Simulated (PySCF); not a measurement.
# C5H15NSn: what the fields show

Input file:

```
{"job": {"kind": "uv", "xc": "B3LYP", "basis": "def2-SVPD", "ip": false, "nstates": 10}, "charge": 0, "multiplicity": 1}
Sn     0.157178     0.926876    -0.056626
C      0.116772     0.819735     2.102367
H     -0.914629     0.678904     2.456708
H      0.515719     1.747376     2.539259
H      0.727640    -0.024797     2.453046
C      2.174326     0.736877    -0.773749
H      2.170605     0.681793    -1.871602
H      2.641991    -0.175180    -0.375517
H      2.777375     1.601825    -0.461818
C     -0.797240     2.726853    -0.740646
H     -0.879831     2.709345    -1.836517
H     -0.209466     3.606759    -0.441397
H     -1.805044     2.818679    -0.310383
N     -0.868957    -0.596657    -0.971304
C     -0.446548    -1.974126    -0.863235
C     -0.782476    -2.675379     0.449086
H     -1.880665    -0.510613    -0.909214
H     -0.880884    -2.558773    -1.697907
H      0.645719    -2.017653    -1.026153
H     -0.310648    -2.166819     1.305493
H     -0.444117    -3.724635     0.447937
H     -1.870861    -2.675459     0.625164
```

Launched as:

```sh
OMP_NUM_THREADS=1 python probes_run.py task.json out
```

Geometry: PBE0-D3(BJ)/def2-SVP; core potentials replace the inner electrons of Sn.

Theory: B3LYP/def2-SVPD, SCF density, gas phase, scalar-relativistic core potentials on the heavy atoms (PySCF).

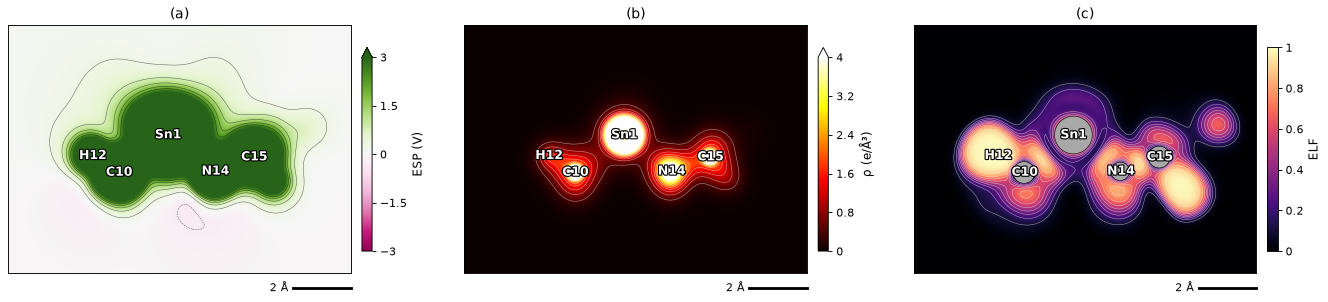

Figure 1. (a) molecular electrostatic potential; (b) electron density; (c) electron localisation function on the plane of atoms C10, Sn1 and N14. Grey discs cover the atomic cores in the ELF map.

**What does the map show?**

- Atoms in the plane: Sn, C, H and N.
- C–N (1.44 Å): ρ at the midpoint is about 1.9 e/Å³; the ELF peaks at about 0.95 between the atoms, as expected for a covalent bond.
- Sn–N (2.05 Å): the density is about 0.71 e/Å³ at the midpoint; the ELF peaks at about 0.85 in the valence shell of N, 0.6 Å from its nucleus, and drops to about 0.15 between the two atoms.
- C–Sn (2.15 Å): ρ is about 0.69 e/Å³ halfway; the ELF peaks at about 0.90 in the valence shell of C, 0.7 Å from its nucleus, and drops to about 0.15 between the two atoms.
- C–H (1.10 Å): the density is about 1.9 e/Å³ at the midpoint; the ELF climbs to about 1 towards the hydrogen, as it does in any bond to H: an ordinary covalent bond to hydrogen.
- Outside the dense part of the molecule the potential is most negative (−0.3 V) near H17, which lies off the plane.

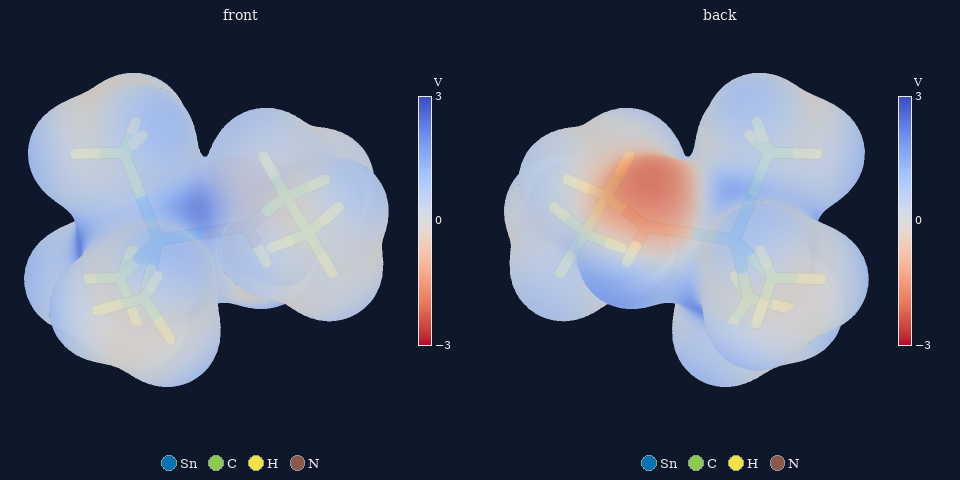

Figure 2. The electrostatic potential painted on the density surface at 0.004 e/bohr³, seen from the front and from behind; the colour scale runs from red (negative) to blue (positive).

**Where is the surface potential most negative and most positive?**

The most negative region (about −1.8 V) lies over N14, the most positive (about +2.0 V) over Sn1. N14 is the likeliest acceptor of a hydrogen bond.

**How polar is the molecule by this calculation?**

Its dipole moment is 0.77 D.
